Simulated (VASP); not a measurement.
Band structure of CaSe (space group Pm-3m). Level of theory: PBE GGA, VASP's PBE PAW potentials (set 64) (plane waves; VASP).

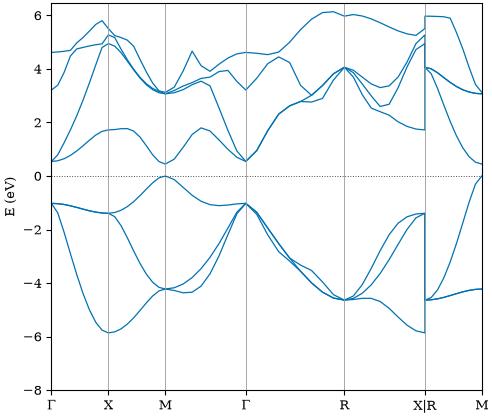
Figure. Bands along high-symmetry lines, zero at the valence-band maximum or, without a gap, the Fermi level

Question: Read the plot: is there a gap, and where are the band edges?

Answer: The gap is direct, 0.45 eV, from the valence maximum at M to the conduction minimum at M.

The structure was generated: CaSe was put into an ordered model structure, which need not be its known phase. The cell was not relaxed at this level.
